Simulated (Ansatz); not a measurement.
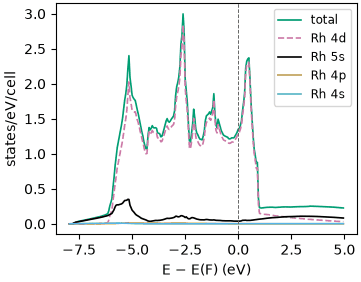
*Total and projected density of states of Rh (fcc (Cu type), space group No. 225), the program Ansatz at the PBE level (PAW)*

Problem. Which orbitals carry the states next to the Fermi level?

Solution. Within 0.5 eV of the Fermi level: Rh 4d 96 %. Projections are on Löwdin-orthogonalised atomic valence shells; empty p or d shells of many metals are not among them.

Problem. Where is the tallest occupied peak in this window, and what makes it?

Solution. Near -2.6 eV, about 3.0 states/eV per cell; the largest projected share is Rh 4d.

Space group Fm-3m (fcc (Cu type)). The PBE relaxation kept the symmetry of its start. No spin polarisation was allowed. Spin–orbit coupling is left out wherever it is not named.

Potentials: the earlier of the program's two PAW sets.
